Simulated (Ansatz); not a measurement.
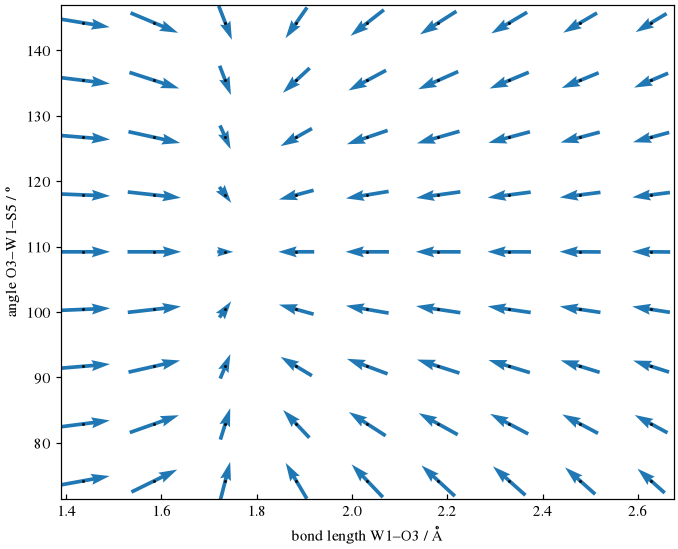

[WO2S2]2-, charge −2. The first coordinate is: bond length W1–O3; the second: angle O3–W1–S5. Nothing is relaxed (all other coordinates rigid). The grid has 9 × 9 points. Points are written as (first, second). The reference is spin-restricted, which grows unreliable where a bond is stretched far. These are results of RKS PBE0-D4/def2-SVPD (Ansatz 0.2.0), not measurements.

The picture shows dots at the grid points, arrows along the force (downhill), their lengths compressed.

### The arrows alone are given. Where is the energy lowest?

The arrows converge at about (1.751 Å, 109°) (read from the interpolated surface).

The energy map of the same scan:

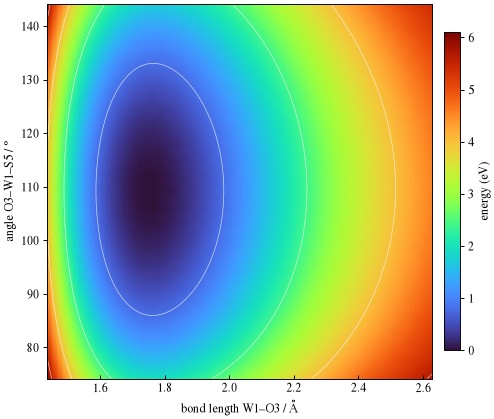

Energies are in eV, from the relaxed molecule at the same level; between grid points the surface is interpolated.
